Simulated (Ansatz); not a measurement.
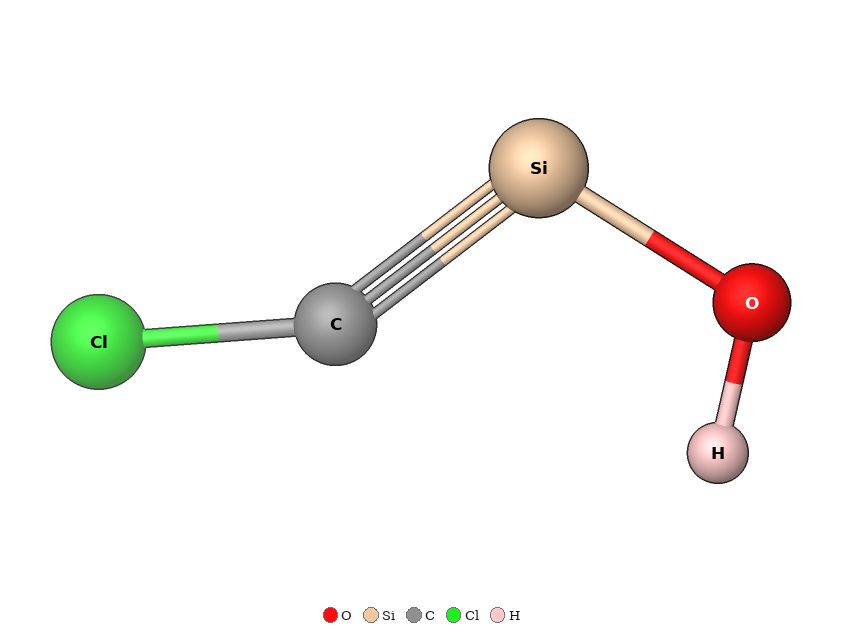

(Drawn from a calculation with Ansatz.)

Orthographic view. Atoms fade into the background with distance from the viewer. Geometry: atoms displaced at random (about 0.12 Å) from a stationary point of PBE0-D4.

Give the standard InChI.

Answer. InChI=1S/CHClOSi/c2-1-4-3/h3H
